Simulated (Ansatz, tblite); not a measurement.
**Ga7As7 zinc blende off sphere (Ga7As7H20): spin-state energies by level**

Is the singlet the ground state of Ga7As7 zinc blende off sphere (Ga7As7H20)? Other spin states are computed and compared level by level.

Computed with Ansatz 0.2.0, Gaussian basis. Level: as each input shows.

Plan: triplet, at the geometry of the singlet (GFN1-xTB, GFN2-xTB, PBE0-D4/def2-TZVP, PBE-D4/def2-TZVP); the singlet's energies come from earlier runs.

1 further run of the same task is left out (set aside as unsound or not needed).

## (1) The structure

The geometry is that of the singlet, from an earlier relaxation (PBE-D4/def2-SVP).

34 atoms, charge 0, spin multiplicity 1.

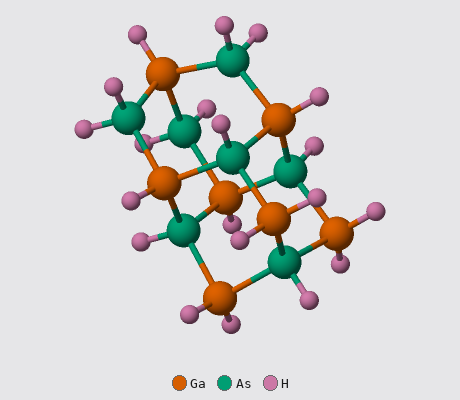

The geometry (gallium orange, arsenic teal, hydrogen pink).

## (2) Triplet at the fixed geometry, GFN1-xTB

Tight binding, by tblite at 300 K electronic temperature and without a spin-polarisation term:

```python
tblite.interface.Calculator('GFN1-xTB', numbers, positions, charge=0, uhf=2).singlepoint()
```

Energy -999.2782 eV; 0.23 s.

## (3) Triplet at the fixed geometry, GFN2-xTB

Tight binding, by tblite at 300 K electronic temperature and without a spin-polarisation term:

```python
tblite.interface.Calculator('GFN2-xTB', numbers, positions, charge=0, uhf=2).singlepoint()
```

Energy -950.7990 eV; 0.22 s.

## (4) Triplet at the fixed geometry, PBE0-D4/def2-TZVP

Input file in.yaml:

```yaml
crystal:
  periodic: [false, false, false]
  atoms:
    - {symbol: Ga, position_ang: [0.769360, -3.769029, 0.767531]}
    - {symbol: Ga, position_ang: [-2.302763, 2.305667, -2.300606]}
    - {symbol: Ga, position_ang: [0.815538, -0.822640, -2.117006]}
    - {symbol: Ga, position_ang: [-2.119989, -0.820437, 0.821421]}
    - {symbol: Ga, position_ang: [0.772413, -0.773896, 3.766363]}
    - {symbol: Ga, position_ang: [0.820226, 2.113929, 0.822285]}
    - {symbol: Ga, position_ang: [3.766998, -0.770822, 0.767705]}
    - {symbol: As, position_ang: [-3.410811, 0.737025, -0.729014]}
    - {symbol: As, position_ang: [-0.623421, -2.125913, -0.618039]}
    - {symbol: As, position_ang: [2.044066, -2.045974, 2.040489]}
    - {symbol: As, position_ang: [-0.733538, 0.735026, -3.409126]}
    - {symbol: As, position_ang: [-0.728645, 3.410345, -0.732118]}
    - {symbol: As, position_ang: [2.121734, 0.616492, -0.620273]}
    - {symbol: As, position_ang: [-0.619488, 0.615913, 2.126016]}
    - {symbol: H, position_ang: [1.687863, -4.492368, -0.296109]}
    - {symbol: H, position_ang: [-0.288288, -4.496635, 1.689462]}
    - {symbol: H, position_ang: [-3.210323, 3.214483, -3.207477]}
    - {symbol: H, position_ang: [1.611353, -1.619986, -3.217791]}
    - {symbol: H, position_ang: [-3.222004, -1.615699, 1.617632]}
    - {symbol: H, position_ang: [-0.286569, -1.694935, 4.493153]}
    - {symbol: H, position_ang: [1.693187, 0.287196, 4.490519]}
    - {symbol: H, position_ang: [1.618931, 3.212500, 1.619802]}
    - {symbol: H, position_ang: [4.494050, -1.689754, -0.292896]}
    - {symbol: H, position_ang: [4.490254, 0.290816, 1.688539]}
    - {symbol: H, position_ang: [-4.430018, -0.036559, -1.562298]}
    - {symbol: H, position_ang: [-4.419006, 1.575996, 0.052806]}
    - {symbol: H, position_ang: [-1.557436, -2.896872, -1.551044]}
    - {symbol: H, position_ang: [2.927860, -2.930185, 2.922697]}
    - {symbol: H, position_ang: [-1.567147, -0.036508, -4.429652]}
    - {symbol: H, position_ang: [0.049809, 1.574300, -4.415921]}
    - {symbol: H, position_ang: [0.055446, 4.415849, -1.572233]}
    - {symbol: H, position_ang: [-1.559041, 4.432270, 0.041031]}
    - {symbol: H, position_ang: [2.890652, 1.550800, -1.554702]}
    - {symbol: H, position_ang: [-1.551230, 1.549626, 2.898864]}
basis:
  gaussian: {orbitals: def2-TZVP, fitting: {mean_field: def2-universal-jkfit}}
magnetization: {spin_polarized: true, initial_magnetization: 2}
hamiltonian: {xc: pbe0, dispersion: d4}
scf: {omitted_lower_state_checks: [starts]}
output: {orbitals: {seedname: orbitals}}
```

On the command line:

```sh
$ ansatz run in.yaml --threads 4 --pin off --events-out ev --progress --plain --max-ram 63488MiB --backend cuda --devices 0, --max-vram 37GiB
```

The program printed:

```text
Functional definition: PBE0
  name "PBE0"
  cite "Adamo & Barone, J. Chem. Phys. 110, 6158 (1999) doi:10.1063/1.478522"
  cite "Perdew, Burke & Ernzerhof, Phys. Rev. Lett. 77, 3865 (1996) doi:10.1103/PhysRevLett.77.3865"
  parent pbe
  parameter a = 0.25
  parameter kappa = 0.804
  parameter beta = 0.06672455060314922
  exchange = (1 - a)*pbe_x(kappa = kappa, mu = beta*pi^2/3) + a*exact_x
  correlation = pbe_c(beta = beta)
these checks for a lower state are left out or cut short: starts
4084 factors; integrals over basis functions are off by at most 6.3e-1 eV
mean field evaluation 1: about -792759.8978 eV, gradient 4.6e1 eV
mean field evaluation 2: about -792748.0432 eV, gradient 6.7e1 eV
mean field evaluation 4: about -792762.9640 eV, gradient 1.6e1 eV
mean field evaluation 8: about -792765.5271 eV, gradient 1.9e0 eV
mean field evaluation 16: about -792765.5805 eV, gradient 8.9e-1 eV
mean field -792765.72745838 eV, -29133.6031281854 hartree, gradient 4.5e-6 eV, S^2 2.008037; 0 other end points of the search recorded, 0 dependent functions left out
reference -792765.72753065 eV, -29133.6031308413 hartree; 235, 233 occupied and 557, 559 virtual orbitals, 4084 factors
Total energy: -792768.07044757 eV, -29133.6892314499 hartree
Checks for a lower state left out: starts
```

Run time: 61 s. Hardware: 1 × H100 (card shared with other runs) with 4 threads of AMD EPYC 7R13, shared host; peak host memory 1.5 GiB.

From the report: HOMO -2.66 eV, LUMO -6.10 eV (over both spins; with the spin held, an empty level of the minority spin lies below the top filled one); ⟨S²⟩ 2.008 (pure: 2.00).

## (5) Triplet at the fixed geometry, PBE-D4/def2-TZVP

start.molden holds the orbitals of an earlier run on this state, given as this run's starting guess.

Changes to in.yaml since step 4:

```diff
@@ -38,5 +38,5 @@
 basis:
-  gaussian: {orbitals: def2-TZVP, fitting: {mean_field: def2-universal-jkfit}}
+  gaussian: {orbitals: def2-TZVP, fitting: {mean_field: def2-universal-jkfit}, initial_orbitals: start.molden}
 magnetization: {spin_polarized: true, initial_magnetization: 2}
-hamiltonian: {xc: pbe0, dispersion: d4}
+hamiltonian: {xc: pbe, dispersion: d4}
 scf: {omitted_lower_state_checks: [starts]}
```

The command is unchanged.

The program printed:

```text
Functional definition: PBE
  name "PBE"
  cite "Perdew, Burke & Ernzerhof, Phys. Rev. Lett. 77, 3865 (1996) doi:10.1103/PhysRevLett.77.3865"
  parent pbe
  parameter kappa = 0.804
  parameter beta = 0.06672455060314922
  exchange = pbe_x(kappa = kappa, mu = beta*pi^2/3)
  correlation = pbe_c(beta = beta)
these checks for a lower state are left out or cut short: starts
4084 factors; integrals over basis functions are off by at most 6.3e-1 eV
mean field evaluation 1: about -792744.4833 eV, gradient 2.1e1 eV
mean field evaluation 2: about -792745.2595 eV, gradient 9.6e-1 eV
mean field evaluation 4: about -792745.3551 eV, gradient 2.4e-1 eV
mean field evaluation 8: about -792745.3636 eV, gradient 1.3e0 eV
mean field evaluation 16: about -792745.3836 eV, gradient 2.1e-5 eV
mean field -792745.38358652 eV, -29132.8555046843 hartree, gradient 2.7e-6 eV, S^2 2.002462; 0 other end points of the search recorded, 0 dependent functions left out
reference -792745.38368585 eV, -29132.8555083347 hartree; 235, 233 occupied and 557, 559 virtual orbitals, 4084 factors
Total energy: -792747.96123915 eV, -29132.9502316710 hartree
Checks for a lower state left out: starts
```

It took 27 s on 1 × H100 (card shared with other runs) with 4 threads of AMD EPYC 7R13, shared host; peak host memory 1.5 GiB.

HOMO -2.10 eV, LUMO -6.30 eV (over both spins; with the spin held, an empty level of the minority spin lies below the top filled one); ⟨S²⟩ 2.002 (pure: 2.00).

## (6) Triplet less singlet, vertical

The singlet's energies are those of its earlier runs, whose logs aren't repeated here.

```
            level  triplet less singlet, vertical (eV)    time
         GFN1-xTB                               +4.074  0.37 s
         GFN2-xTB                               +4.025  0.37 s
 PBE-D4/def2-TZVP                               +4.120    36 s
PBE0-D4/def2-TZVP                               +4.675    72 s
```

Times add the two runs; a level without a time comes out of a correlated run. Tight binding without a spin term can't rank spin states.

## (7) Summary of results

| quantity | value |
| --- | --- |
| triplet less singlet, vertical, functionals in def2-TZVP | +4.120 (PBE-D4) to +4.675 eV (PBE0-D4) |

What this shows: All functionals put the triplet above the singlet, over a spread of 0.555 eV. The checks for a lower triplet were left out, so another state of that spin may lie lower. These are electronic energies, without zero-point motion, entropy or surroundings.
